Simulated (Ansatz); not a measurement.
# BH− (quartet): RPA-PBE over a scan of the distance B1–H2, aug-cc-pVTZ

How well do these functionals follow the top wave-function level for BH− (quartet) over a scan of the distance B1–H2?

Program: Ansatz 0.2.0, Gaussian basis. Level of theory: aug-cc-pVTZ, all electrons in the functionals, frozen cores in the correlation of double hybrids and RPA. These are calculated values, not measurements.

Plan: RPA-PBE, at 0.977 Å; 1.069 Å; 1.206 Å; 1.352 Å; 1.485 Å; 1.651 Å; 1.910 Å; 2.262 Å; 2.601 Å; 3.204 Å; 4.202 Å.

9 further runs of the same task are left out: 9 that didn't finish.

## 1. What is computed

The geometry derives from a PBE0/def2-TZVPD stationary point (not a proven minimum). One bond is set to the value named and the two fragments are kept rigid.

2 atoms, charge -1, spin multiplicity 4.

Atoms are counted from 1 here; the program's logs count them from 0.

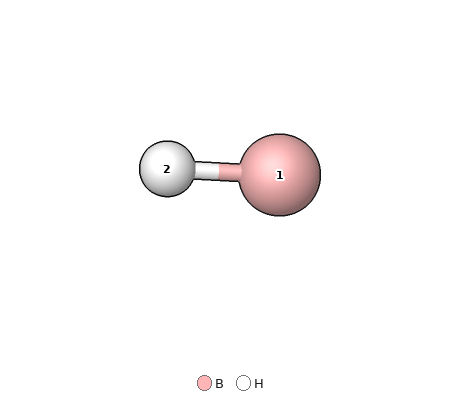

The geometry (boron pink, hydrogen white); atoms are numbered from 1 in the order of the file.

Geometry (Å):

```xyz
2
charge -1, multiplicity 4
B     0.0000    0.0000    0.0000
H     0.0000    0.0000    1.2058
```

No dispersion term is added.

The geometry shown and the zero of energy belong to the point 1.206 Å. The yardstick, UCCSDT(Q), and other wave-function levels (R restricted, U unrestricted, valence and pair active spaces) come from earlier runs.

## 2. RPA-PBE, 0.977 Å

in.yaml

```yaml
crystal:
  periodic: [false, false, false]
  atoms:
    - {symbol: B, position_ang: [0.000000, 0.000000, 0.000000]}
    - {symbol: H, position_ang: [0.000000, 0.000000, 0.977000]}
basis:
  gaussian: {orbitals: aug-cc-pVTZ}
total_charge: -1
magnetization: {spin_polarized: true, initial_magnetization: 3}
hamiltonian: {xc: {name: PBE}}
correlation: {method: rpa, electrons: outside_noble_gas}
```

Started as:

```sh
$ ansatz run in.yaml --threads 1 --pin off --events-out ev --progress --plain --max-ram 2816MiB --backend cpu
```

After this run come: RPA-PBE, 1.069 Å; RPA-PBE, 1.206 Å; RPA-PBE, 1.352 Å; RPA-PBE, 1.485 Å; RPA-PBE, 1.651 Å; RPA-PBE, 1.910 Å; RPA-PBE, 2.262 Å; RPA-PBE, 2.601 Å; RPA-PBE, 3.204 Å; RPA-PBE, 4.202 Å.

Before running them: what should the planned runs give, taken together? Wanted: span of the UCCSDT(Q) curve; largest miss, RPA-PBE.

As calculated:

| quantity | value |
| --- | --- |
| span of the UCCSDT(Q) curve | 2.609 eV |
| largest miss, RPA-PBE | -0.233 eV (4.202 Å) |

In words: RPA-PBE strays by up to 0.233 eV, at 4.202 Å. Functionals and the yardstick converge differently with the basis, so part of each miss in aug-cc-pVTZ is the basis.
